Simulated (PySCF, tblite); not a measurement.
# CH2B3N2O3 radical: geometry, infrared bands and EPR parameters

Wanted: the infrared bands and EPR parameters of CH2B3N2O3 radical (`N#CB1O[B]OB(N)O1`), by calculation.

Programs: tblite 0.8.0 and PySCF 2.14.0, with density-fitted response routines of our own. Each step states its level of theory. These are calculated values for one molecule in the gas phase, unless marked as measured. Atoms are numbered from 0 throughout.

## (1) Starting geometry

11 atoms, charge 0, multiplicity 2; geometry from: force field or distance geometry start.

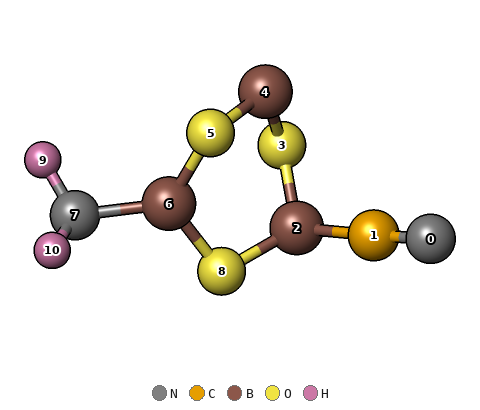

As it starts; nitrogen grey, carbon amber, boron brown, oxygen yellow, hydrogen pink, atoms numbered.

## (2) Optimising the geometry with GFN2-xTB

The job: settings as JSON, then the geometry in Å.

```
{"job": {"kind": "relax", "xc": "GFN2-xTB", "basis": "xTB"}, "charge": 0, "multiplicity": 2}
N     -3.421800     0.257900    -0.624900
C     -2.423100    -0.309300    -0.472800
B     -1.079000    -1.056300    -0.226300
O     -0.815600    -1.413100     1.150800
B     -0.749900    -0.124300     1.876800
O      0.003100     0.908800     1.128900
B      0.785400     0.284200     0.088400
N      2.292200     0.373000    -0.054600
O      0.066200    -0.482400    -0.943000
H      2.784500     0.432400     0.846600
H      2.563600     1.131700    -0.691800
```

Launch:

```sh
$ OMP_NUM_THREADS=1 python probes_run.py task.json out
```

This one command runs all jobs of the session in turn.

The program printed:

```text
step      E/eV     max force
  0    -678.84998    4.295
  1    -679.66326    4.408
  2    -678.20898   12.778
  3    -680.27153    2.150
  4    -680.38867    1.314
  5    -680.49715    1.088
  6    -680.58586    1.220
  7    -680.68647    1.214
  8    -680.76209    0.981
  9    -680.85232    1.234
 10    -680.93653    1.275
 11    -681.02664    1.064
 12    -681.13291    1.042
 13    -681.27490    1.124
 14    -681.43497    0.856
 15    -681.52581    1.002
 16    -681.49985    1.890
 17    -681.60629    0.979
 18    -681.64217    0.502
 19    -681.70062    1.407
 20    -681.72296    0.568
 21    -681.74230    0.382
 22    -681.77010    1.079
 23    -681.79020    0.545
 24    -681.82442    0.626
 25    -681.83625    0.868
 26    -681.84666    0.362
 27    -681.85944    0.364
 28    -681.87247    0.381
 29    -681.88242    0.398
 30    -681.89981    0.450
 31    -681.91864    0.461
 32    -681.94035    0.401
 33    -681.95438    0.526
 34    -681.95979    0.714
 35    -681.97010    0.231
 36    -681.97449    0.345
 37    -681.97795    0.450
 38    -681.98012    0.187
 39    -681.98169    0.117
 40    -681.98314    0.113
 41    -681.98442    0.103
 42    -681.98623    0.133
 43    -681.98811    0.191
 44    -681.98984    0.116
 45    -681.99080    0.091
 46    -681.99169    0.078
 47    -681.99252    0.076
 48    -681.99339    0.094
 49    -681.99434    0.092
 50    -681.99550    0.101
 51    -681.99654    0.105
 52    -681.99740    0.089
 53    -681.99807    0.075
 54    -681.99862    0.075
 55    -681.99905    0.059
 56    -681.99938    0.052
 57    -681.99966    0.041
 58    -681.99987    0.038
 59    -681.99999    0.035
 60    -682.00004    0.032
 61    -682.00009    0.038
 62    -682.00015    0.030
 63    -682.00021    0.040
 64    -682.00028    0.026
 65    -682.00034    0.032
 66    -682.00040    0.019
 67    -682.00045    0.018
 68    -682.00049    0.017
 69    -682.00051    0.014
 70    -682.00053    0.013
 71    -682.00055    0.017
 72    -682.00056    0.014
 73    -682.00056    0.013
 74    -682.00056    0.010
```

It took 0.32 s on 1 thread of Arm Neoverse V2, shared host.

Relaxation path: (not every step is listed) (the energy doesn't fall at every step)

| step | energy from step 0 (eV) | largest force (eV/Å) |
| --- | --- | --- |
| 0 | 0.0000 | 4.2953 |
| 1 | -0.8133 | 4.4076 |
| 2 | 0.6410 | 12.7782 |
| 3 | -1.4216 | 2.1503 |
| 4 | -1.5387 | 1.3144 |
| 5 | -1.6472 | 1.0883 |
| 6 | -1.7359 | 1.2199 |
| 7 | -1.8365 | 1.2143 |
| 8 | -1.9121 | 0.9810 |
| 14 | -2.5850 | 0.8555 |
| 20 | -2.8730 | 0.5683 |
| 26 | -2.9967 | 0.3623 |
| 32 | -3.0904 | 0.4006 |
| 38 | -3.1301 | 0.1867 |
| 44 | -3.1399 | 0.1162 |
| 50 | -3.1455 | 0.1011 |
| 56 | -3.1494 | 0.0524 |
| 62 | -3.1502 | 0.0303 |
| 68 | -3.1505 | 0.0175 |
| 69 | -3.1505 | 0.0136 |
| 70 | -3.1506 | 0.0126 |
| 71 | -3.1506 | 0.0170 |
| 72 | -3.1506 | 0.0139 |
| 73 | -3.1506 | 0.0127 |
| 74 | -3.1506 | 0.0099 |

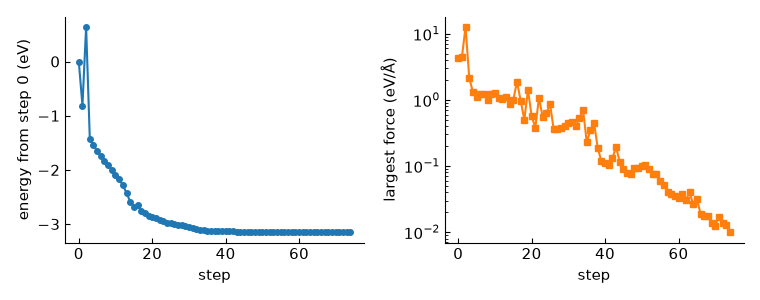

Energy and force, step by step.

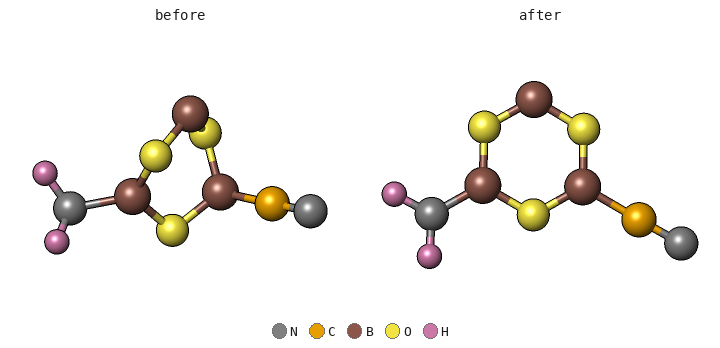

The geometry before (left) and after (right).

Distances of close pairs at the start and the end, largest changes first:

| bond | before (Å) | after (Å) | change (Å) |
| --- | --- | --- | --- |
| B4–O5 | 1.481 | 1.348 | -0.133 |
| B6–N7 | 1.516 | 1.390 | -0.126 |
| B2–O8 | 1.468 | 1.349 | -0.119 |
| O3–B4 | 1.481 | 1.369 | -0.111 |
| B6–O8 | 1.473 | 1.383 | -0.089 |
| B2–O3 | 1.447 | 1.366 | -0.081 |
| O5–B6 | 1.444 | 1.382 | -0.062 |
| N7–H9 | 1.029 | 1.003 | -0.026 |

The end geometry stands in the next job.

## (3) Infrared spectrum with GFN2-xTB

The job: settings as JSON, then the geometry in Å.

```
{"job": {"kind": "ir", "xc": "GFN2-xTB", "basis": "xTB"}, "charge": 0, "multiplicity": 2}
N     -3.487047    -0.487574    -1.535536
C     -2.557816    -0.405787    -0.869365
B     -1.321119    -0.309424     0.050872
O     -1.440147    -0.664765     1.364089
B     -0.351370    -0.585227     2.190487
O      0.832278    -0.157256     1.706593
B      0.967086     0.205643     0.379587
N      2.185403     0.648033    -0.123755
O     -0.141600     0.119879    -0.443068
H      3.010877     0.723469     0.441039
H      2.308879     0.915679    -1.082839
```

The program printed:

```text
mode    cm-1     km/mol
  1      79.4      3.04
  2      96.5      0.21
  3     111.4      5.05
  4     259.2      7.27
  5     287.8      4.96
  6     311.2      0.52
  7     382.2     10.50
  8     443.5     17.79
  9     467.3    220.01
 10     477.9      0.12
 11     497.8      2.24
 12     568.3     11.64
 13     624.1     12.78
 14     637.1    205.85
 15     774.9      7.85
 16     785.8      0.95
 17     844.9     13.75
 18     988.6      8.47
 19    1086.6     29.34
 20    1160.1    219.89
 21    1204.1    382.74
 22    1266.8    687.03
 23    1373.2    364.51
 24    1505.6    292.55
 25    2360.5     59.18
 26    3528.3     21.25
 27    3576.0      4.82
```

Wall time 0.23 s (1 thread of Arm Neoverse V2, shared host).

The strongest bands and the atoms that carry them (share of the mass-weighted mode):

| cm⁻¹ | km/mol | atoms |
| --- | --- | --- |
| 467 | 220.0 | H10 49 %, H9 33 %, N7 18 % |
| 637 | 205.8 | B2 41 %, B6 24 %, O8 13 % |
| 1160 | 219.9 | B6 29 %, B4 29 %, B2 19 %, O5 11 % |
| 1204 | 382.7 | B2 33 %, O3 23 %, B6 17 % |
| 1267 | 687.0 | B2 45 %, O8 21 %, B4 18 %, O5 12 % |
| 1373 | 364.5 | B6 58 %, H10 15 %, H9 15 % |
| 1506 | 292.6 | H9 31 %, H10 31 %, N7 23 %, B6 14 % |
| 2360 | 59.2 | C1 58 %, N0 42 % |

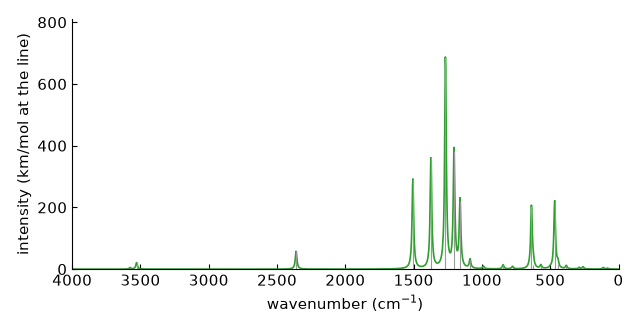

The infrared spectrum from these modes, unscaled. Lines are broadened to a width of 14 cm⁻¹ (Lorentzian).

## (4) g tensor and hyperfine couplings: B3LYP/pcH-1

Settings changed since step 3:

```diff
@@ -1,2 +1,2 @@
-{"job": {"kind": "ir", "xc": "GFN2-xTB", "basis": "xTB"}, "charge": 0, "multiplicity": 2}
+{"job": {"kind": "epr", "basis": "pcH-1"}, "charge": 0, "multiplicity": 2}
 N     -3.487047    -0.487574    -1.535536
```

Method: UKS B3LYP, pcH-1 on B C H N O, non-relativistic, mean-field spin-orbit, GIAO.

The program printed:

```text
UKS, coarse grid
  cycle   1  E = -449.09773691  |g| = 8.34e-01
  cycle   2  E = -448.68031540  |g| = 1.36e+00
  cycle   3  E = -449.32245169  |g| = 2.06e-01
  cycle   4  E = -449.33601615  |g| = 1.01e-01
  cycle   5  E = -449.34008200  |g| = 2.50e-02
  cycle   6  E = -449.34032463  |g| = 7.38e-03
  cycle   7  E = -449.34034423  |g| = 2.28e-03
  cycle   8  E = -449.34034601  |g| = 8.99e-04
UKS, final grid
  cycle   1  E = -449.34036161  |g| = 1.52e-03
  cycle   2  E = -449.34035996  |g| = 2.67e-03
  cycle   3  E = -449.34036241  |g| = 1.38e-04
  cycle   4  E = -449.34036242  |g| = 2.91e-05
E = -449.34036242 Eh   <S^2> = 0.7515 (exact 0.7500)
g shifts (ppm)      1          2          3
  rmc          -138       -138       -138
  gc             28         25        -41
  oz_so       -1789       -265        633
  total       -1900       -378        454
hyperfine (MHz)  atom isotope    a_iso     a_fc   dipolar eigenvalues
    0   14N       0.08       0.08     -0.16      0.01      0.16
    1   13C       3.84       3.84     -0.41     -0.39      0.80
    2   11B      19.39      19.39     -2.68     -2.11      4.80
    3   17O    -129.63    -129.63    -15.48      5.63      9.86
    4   11B     794.18     794.18    -36.38    -31.09     67.47
    5   17O    -126.34    -126.34    -16.29      5.05     11.24
    6   11B      18.46      18.46     -2.63     -2.28      4.91
    7   14N       0.77       0.77     -0.30     -0.04      0.34
    8   17O       0.37       0.37     -2.71      0.90      1.81
    9    1H       0.25       0.25     -1.08     -1.03      2.11
   10    1H       1.73       1.73     -0.75     -0.63      1.38
```

Run time: 51 s. Hardware: 1 thread of Arm Neoverse V2, shared host; peak memory 0.9 GiB.

Principal g values 2.00042, 2.00194, 2.00277; g(iso) = 2.00171, against 2.00232 for a free electron.

Hyperfine couplings; where a row names several nuclei, a(iso) is their mean (it holds for fast rotation or exchange) and the dipolar term the largest among them:

| nuclei | isotope | a(iso) (MHz) | a(iso) (G, at g = 2.0023) | largest dipolar term (MHz) |
| --- | --- | --- | --- | --- |
| B4 | 11B | 794.2 | 283.4 | 67.5 |
| O3 | 17O | -129.6 | -46.3 | -15.5 |
| O5 | 17O | -126.3 | -45.1 | -16.3 |
| B2 | 11B | 19.4 | 6.9 | 4.8 |
| B6 | 11B | 18.5 | 6.6 | 4.9 |
| C1 | 13C | 3.8 | 1.4 | 0.8 |
| H9, H10 | 1H | 1.0 | 0.4 | 2.1 |
| N7 | 14N | 0.8 | 0.3 | 0.3 |
| O8 | 17O | 0.4 | 0.1 | -2.7 |
| N0 | 14N | 0.1 | 0.0 | -0.2 |

Mulliken spin populations:

| atom | value (e) |
| --- | --- |
| N0 | 0.00 |
| C1 | 0.00 |
| B2 | 0.02 |
| O3 | 0.00 |
| B4 | 0.96 |
| O5 | 0.00 |
| B6 | 0.02 |
| N7 | 0.00 |
| O8 | 0.00 |
| H9 | 0.00 |
| H10 | 0.00 |

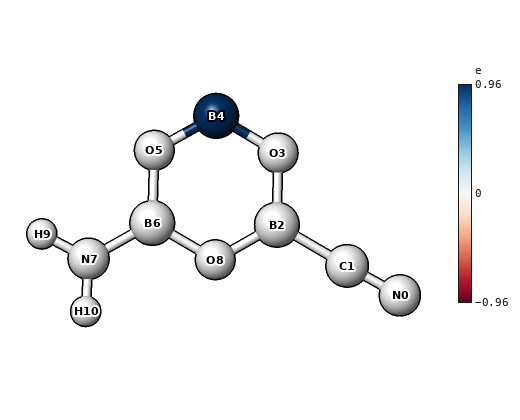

Mulliken spin populations, as colours on the atoms.

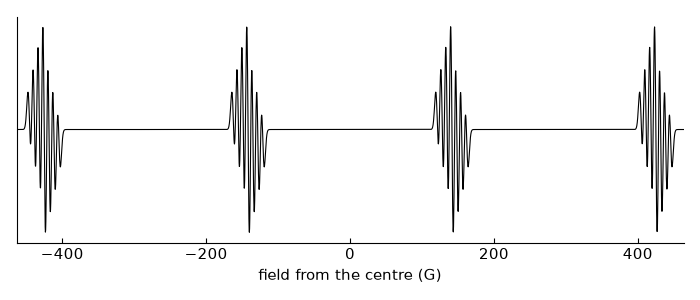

First-order isotropic spectrum (first derivative, main isotopes with spin only, couplings over 0.8 MHz, Gaussian width 2.2 G; couplings of the frozen geometry, rotation of groups not averaged beyond the rows shown).

The fields below are evaluated on a grid from the run's orbitals.

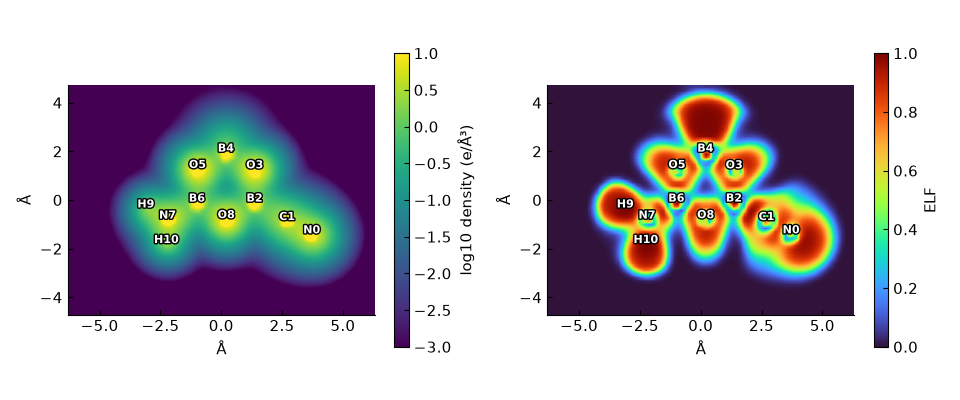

Density (left) and ELF (right) in a plane through or near 11 of the atoms.

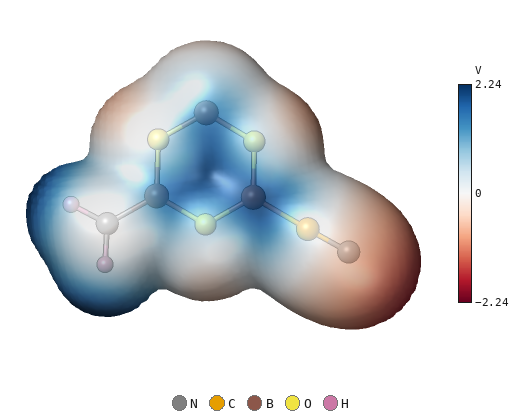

The potential that a unit positive charge feels on the 0.002 e/bohr³ surface, from -1.67 V near N0 to 2.24 V near H9.

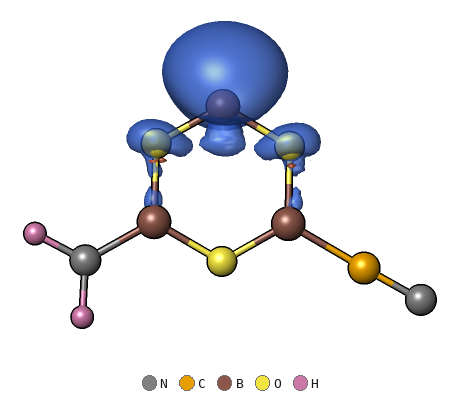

Spin density at ±0.03 e/Å³ (alpha excess blue, beta excess red).

## (5) What came out

```
                                 quantity                  value
strongest single infrared mode (GFN2-xTB)  1267 cm⁻¹, 687 km/mol
             zero-point energy (GFN2-xTB)          36.7 kcal/mol
                           g(iso) (B3LYP)                2.00171
                                     ⟨S²⟩     0.752 (exact 0.75)
       largest a(iso) (averaged by class)   11B on B4, 794.2 MHz
    surface potential, least and greatest     -1.67 V and 2.24 V
```

In words: Relaxing lowered the energy by 3.151 eV in 74 steps; the close pair that moved most is B4–O5, from 1.481 to 1.348 Å. No mode is imaginary among the 27: a minimum at this level. The strongest single mode, at 1267 cm⁻¹, moves mainly B2, O8 and B4. GFN2-xTB is a fitted tight-binding method: band positions and strengths are rough. Its intensities can rank the bands wrongly. B4 carries the largest spin population, 0.96 e. The isotropic g lies 0.6 ppt below the free-electron value.
